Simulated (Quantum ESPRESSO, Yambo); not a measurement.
# GaAs (F-43m): a self-consistent loop beyond G0W0, cycle by cycle, part 2 of 2

Wanted: G0W0 and self-consistent gaps of GaAs (F-43m), with the cost of the cycles.

Quantum ESPRESSO 7.5 and Yambo 5.3.0; PBE and many-body steps on it, plane waves. Known limits of the many-body steps: not at the basis limit; no spin-orbit coupling; coarse k mesh.

So far. Step 4 (G0W0): The gap on the mesh goes from 0.52 eV to 1.18 eV, a correction of +0.66 eV. Step 5 (evGW0, cycle 1): Against G0W0 in Yambo (4×4×4 mesh, 124 bands, screening to 197.3 eV, Godby-Needs plasmon pole), the gap moves by +0.062 eV.

**6. evGW0, cycle 2**

Level of this step: evGW0 on PBE, plane waves, norm-conserving pseudopotentials (Yambo).

The corrected levels of the last cycle go back in.

Contents of gw3.in:

```
HF_and_locXC
gw0
dyson
ppa
em1d
rim_cut
RandQpts= 1000000
RandGvec= 1 RL
EXXRLvcs= 104 Ry
VXCRLvcs= 416 Ry
Chimod= "HARTREE"
% BndsRnXp
 1 | 124 |
%
NGsBlkXp= 14.5 Ry
% LongDrXp
 1 | 1 | 1 |
%
% GbndRnge
 1 | 124 |
%
DysSolver= "n"
ExtendOut
PPAPntXp= 27.21138 eV
% QPkrange
 1 | 8 | 19 | 26 |
%
GfnQPdb= "E < ./gw2_fix/ndb.QP"
```

Run with:

```bash
> OMP_NUM_THREADS=1 mpirun -n 4 yambo -F gw3.in -J gw3,gw1_W -C gw3 > gw3.log
```

What it wrote:

```text
 Yambo, version 5.3.0

 [02] CORE Variables Setup
 =========================

  [... cell, symmetries and grids as in the set-up ...]

  [02.05] Energies & Occupations
  ==============================

  [X] === General ===
  [X] Electronic Temperature                        :  0.000000  0.000000 [eV K]
  [X] Bosonic    Temperature                        :  0.000000  0.000000 [eV K]
  [X] Finite Temperature mode                       : no
  [X] El. density                                   :  0.97390E+24 [cm-3]
[...]
Sx RL components                                 :   5601

   QP @ state[ 1 ] K range                          :   1   8
   QP @ state[ 1 ] b range                          :  19  26
   GF energies kind                                 : Perdew, Burke & Ernzerhof(X)+Perdew, Burke & Ernzerhof(C)+ E < ./gw1/ndb.QP + @E Fit+ E < ./gw2_fix/
   GF WF`s kind                                     : Perdew, Burke & Ernzerhof(X)+Perdew, Burke & Ernzerhof(C)
   Xs energies kind                                 : Perdew, Burke & Ernzerhof(X)+Perdew, Burke & Ernzerhof(C)
   Xs WF`s kind                                     : Perdew, Burke & Ernzerhof(X)+Perdew, Burke & Ernzerhof(C)

 [13] Game Over & Game summary
```

The job ended after 9.8 min (4 MPI ranks of Intel Xeon 6975P-C (Granite Rapids), shared host; peak memory 2.3 GiB; 39 min of CPU time).

Numbers from this step:

- quasiparticle gap on the mesh: 1.245 eV
- gap of the density functional on the mesh: 0.5181 eV
- k of the valence top: 0, 0, 0
- k of the conduction bottom: 0, 0, 0
- least direct quasiparticle gap on the computed points: 1.245 eV

Against the cycle before, the gap moves by +0.007 eV.

The program's own table gives 1.384 eV, which is too large where the input levels are shifted: this version takes Σc at the unshifted level E₀, yet steps from the shifted one. The value above is the Newton step from E₀, E₀ + Z(Σc + Σx − Vxc), rebuilt from the printed columns.

**7. evGW, cycle 1**

This step: evGW on PBE, plane waves, norm-conserving pseudopotentials.

gw4.in, as its differences from gw3.in of step 6:

```diff
@@ -27,2 +27,3 @@
 %
-GfnQPdb= "E < ./gw2_fix/ndb.QP"
+GfnQPdb= "E < ./gw1/ndb.QP"
+XfnQPdb= "E < ./gw1/ndb.QP"
```

Run with:

```bash
> OMP_NUM_THREADS=1 mpirun -n 4 yambo -F gw4.in -J gw4 -C gw4 > gw4.log
```

What it wrote:

```text
 Yambo, version 5.3.0

 [02] CORE Variables Setup
 =========================

  [... cell, symmetries and grids as in the set-up ...]

  [02.05] Energies & Occupations
  ==============================

  [X] === General ===
  [X] Electronic Temperature                        :  0.000000  0.000000 [eV K]
  [X] Bosonic    Temperature                        :  0.000000  0.000000 [eV K]
  [X] Finite Temperature mode                       : no
  [X] El. density                                   :  0.97390E+24 [cm-3]
[...]
Sx RL components                                 :   5601

   QP @ state[ 1 ] K range                          :   1   8
   QP @ state[ 1 ] b range                          :  19  26
   GF energies kind                                 : Perdew, Burke & Ernzerhof(X)+Perdew, Burke & Ernzerhof(C)+ E < ./gw1/ndb.QP + @E Fit
   GF WF`s kind                                     : Perdew, Burke & Ernzerhof(X)+Perdew, Burke & Ernzerhof(C)
   Xs energies kind                                 : Perdew, Burke & Ernzerhof(X)+Perdew, Burke & Ernzerhof(C)
   Xs WF`s kind                                     : Perdew, Burke & Ernzerhof(X)+Perdew, Burke & Ernzerhof(C)

 [15] Game Over & Game summary
```

It took 13 min on 4 MPI ranks; peak memory 2.4 GiB; 52 min of CPU time.

This step gave:

```yaml
quasiparticle_gap_on_the_mesh: 1.289 eV
gap_of_the_density_functional_on_the_mesh: 0.5181 eV
k_of_the_valence_top: 0, 0, 0
k_of_the_conduction_bottom: 0, 0, 0
least_direct_quasiparticle_gap_on_the_computed_points: 1.289 eV
```

Against G0W0 in Yambo (4×4×4 mesh, 124 bands, screening to 197.3 eV, Godby-Needs plasmon pole), the gap moves by +0.113 eV.

The program's own table gives 1.411 eV, which is too large where the input levels are shifted: this version takes Σc at the unshifted level E₀, yet steps from the shifted one. The value above is the Newton step from E₀, E₀ + Z(Σc + Σx − Vxc), rebuilt from the printed columns.

**8. evGW, cycle 2**

gw5.in, as its differences from gw4.in of step 7:

```diff
@@ -27,3 +27,3 @@
 %
-GfnQPdb= "E < ./gw1/ndb.QP"
-XfnQPdb= "E < ./gw1/ndb.QP"
+GfnQPdb= "E < ./gw4_fix/ndb.QP"
+XfnQPdb= "E < ./gw4_fix/ndb.QP"
```

Run with:

```bash
> OMP_NUM_THREADS=1 mpirun -n 4 yambo -F gw5.in -J gw5 -C gw5 > gw5.log
```

What it wrote:

```text
 Yambo, version 5.3.0

 [02] CORE Variables Setup
 =========================

  [... cell, symmetries and grids as in the set-up ...]

  [02.05] Energies & Occupations
  ==============================

  [X] === General ===
  [X] Electronic Temperature                        :  0.000000  0.000000 [eV K]
  [X] Bosonic    Temperature                        :  0.000000  0.000000 [eV K]
  [X] Finite Temperature mode                       : no
  [X] El. density                                   :  0.97390E+24 [cm-3]
[...]
Sx RL components                                 :   5601

   QP @ state[ 1 ] K range                          :   1   8
   QP @ state[ 1 ] b range                          :  19  26
   GF energies kind                                 : Perdew, Burke & Ernzerhof(X)+Perdew, Burke & Ernzerhof(C)+ E < ./gw1/ndb.QP + @E Fit+ E < ./gw4_fix/
   GF WF`s kind                                     : Perdew, Burke & Ernzerhof(X)+Perdew, Burke & Ernzerhof(C)
   Xs energies kind                                 : Perdew, Burke & Ernzerhof(X)+Perdew, Burke & Ernzerhof(C)
   Xs WF`s kind                                     : Perdew, Burke & Ernzerhof(X)+Perdew, Burke & Ernzerhof(C)

 [15] Game Over & Game summary
```

It took 15 min on 4 MPI ranks; peak memory 2.4 GiB.

Numbers from this step:

* quasiparticle gap on the mesh: 1.314 eV
* gap of the density functional on the mesh: 0.5181 eV
* k of the valence top: 0, 0, 0
* k of the conduction bottom: 0, 0, 0
* least direct quasiparticle gap on the computed points: 1.314 eV

Against the cycle before, the gap moves by +0.025 eV.

The program's own table gives 1.453 eV, which is too large where the input levels are shifted: this version takes Σc at the unshifted level E₀, yet steps from the shifted one. The value above is the Newton step from E₀, E₀ + Z(Σc + Σx − Vxc), rebuilt from the printed columns.

**9. evGW, cycle 3**

gw6.in, as its differences from gw5.in of step 8:

```diff
@@ -27,3 +27,3 @@
 %
-GfnQPdb= "E < ./gw4_fix/ndb.QP"
-XfnQPdb= "E < ./gw4_fix/ndb.QP"
+GfnQPdb= "E < ./gw5_fix/ndb.QP"
+XfnQPdb= "E < ./gw5_fix/ndb.QP"
```

Run with:

```bash
> OMP_NUM_THREADS=1 mpirun -n 4 yambo -F gw6.in -J gw6 -C gw6 > gw6.log
```

What it wrote:

```text
 Yambo, version 5.3.0

 [02] CORE Variables Setup
 =========================

  [... cell, symmetries and grids as in the set-up ...]

  [02.05] Energies & Occupations
  ==============================

  [X] === General ===
  [X] Electronic Temperature                        :  0.000000  0.000000 [eV K]
  [X] Bosonic    Temperature                        :  0.000000  0.000000 [eV K]
  [X] Finite Temperature mode                       : no
  [X] El. density                                   :  0.97390E+24 [cm-3]
[...]
Sx RL components                                 :   5601

   QP @ state[ 1 ] K range                          :   1   8
   QP @ state[ 1 ] b range                          :  19  26
   GF energies kind                                 : Perdew, Burke & Ernzerhof(X)+Perdew, Burke & Ernzerhof(C)+ E < ./gw1/ndb.QP + @E Fit+ E < ./gw4_fix/
   GF WF`s kind                                     : Perdew, Burke & Ernzerhof(X)+Perdew, Burke & Ernzerhof(C)
   Xs energies kind                                 : Perdew, Burke & Ernzerhof(X)+Perdew, Burke & Ernzerhof(C)
   Xs WF`s kind                                     : Perdew, Burke & Ernzerhof(X)+Perdew, Burke & Ernzerhof(C)

 [15] Game Over & Game summary
```

Elapsed: 16 min, on 4 MPI ranks; peak memory 2.4 GiB; 63 min of CPU time.

This step gave:

| Item | Value |
| --- | --- |
| quasiparticle gap on the mesh | 1.320 eV |
| gap of the density functional on the mesh | 0.5181 eV |
| k of the valence top | 0, 0, 0 |
| k of the conduction bottom | 0, 0, 0 |
| least direct quasiparticle gap on the computed points | 1.320 eV |

Against the cycle before, the gap moves by +0.006 eV.

The program's own table gives 1.463 eV, which is too large where the input levels are shifted: this version takes Σc at the unshifted level E₀, yet steps from the shifted one. The value above is the Newton step from E₀, E₀ + Z(Σc + Σx − Vxc), rebuilt from the printed columns.

**10. The runs together**

Times are wall times on 4 MPI ranks of Intel Xeon 6975P-C (Granite Rapids), shared host, good to a factor of about two.

| run | mesh | bands | screening cutoff (eV) | DFT gap (eV) | gap on the mesh (eV) | direct (eV) | time |
| --- | --- | --- | --- | --- | --- | --- | --- |
| G0W0 | 4×4×4 | 124 | 197.3 | 0.518 | 1.176 | 1.176 | 11 min |
| evGW0, cycle 1 | 4×4×4 | 124 | 197.3 | 0.518 | 1.238 | 1.238 | 9.3 min |
| evGW0, cycle 2 | 4×4×4 | 124 | 197.3 | 0.518 | 1.245 | 1.245 | 9.8 min |
| evGW, cycle 1 | 4×4×4 | 124 | 197.3 | 0.518 | 1.289 | 1.289 | 13 min |
| evGW, cycle 2 | 4×4×4 | 124 | 197.3 | 0.518 | 1.314 | 1.314 | 15 min |
| evGW, cycle 3 | 4×4×4 | 124 | 197.3 | 0.518 | 1.320 | 1.320 | 16 min |

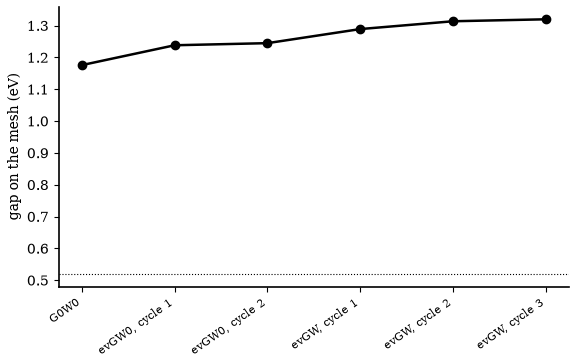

The gap through the cycles; the dotted line is the starting gap.

**11. What came out**

```yaml
g0w0: 1.176 eV
evgw0_cycle_1: 1.238 eV
evgw0_cycle_2: 1.245 eV
evgw_cycle_1: 1.289 eV
evgw_cycle_2: 1.314 eV
evgw_cycle_3: 1.320 eV
known_limits: not at the basis limit; no spin-orbit coupling; coarse k mesh
```

**Reading.** evGW0 ends at 1.24 eV, +0.07 eV from G0W0, after 2 cycles that took 19 min beside the first screening; the last moved the gap by 0.007 eV. evGW ends at 1.32 eV, +0.14 eV from G0W0, after 3 cycles that took 44 min beside the first screening; the last moved the gap by 0.006 eV. Against experiment, by evGW, cycle 3: the direct gap of 1.32 eV lies −0.19 eV from the measured 1.51 eV (exciton, 77 K, 2020); the direct gap of 1.32 eV lies −0.10 eV from the measured 1.42 eV (exciton, 300 K, 2014); the direct gap of 1.32 eV lies −0.10 eV from the measured 1.418 ± 0.005 eV (direct, 300 K, 2008); the direct gap of 1.32 eV lies −0.09 eV from the measured 1.412 ± 0.01 eV (direct, 300 K, 2008). An exciton line or allowed optical edge lies below the quasiparticle gap by the binding energy; a forbidden edge can push the onset above it. These are gaps on the mesh, at modest bands and cutoff. The calculation has static nuclei and no excitons; a measured gap holds zero-point and thermal motion, which mostly lowers it. Bands and cutoff are finite, so the gap is not at the basis limit. The miss can reach some tenths of an eV and take either sign; the mesh is an error of its own. The 4×4×4 mesh is coarse for this cell, which bears on the long-range parts of exchange and screening. The many-body steps are scalar-relativistic: spin-orbit coupling is not in them.

[Paths, hosts, dates, memory and timing lines, banners, echoed tables and standing remarks are left out of the program output.]

[Logs are printed without paths, hosts, clocks, repeated set-up lines and the standing remarks that a program may print on its own settings, such as how far it seeks lower states.]

[Runs of the session that timed out or met a known fault of the program may be left out.]

[Hosts, paths, dates, database ids (printed as entryN), source tags and the programs' standing remarks are cut or masked in the printed files.]
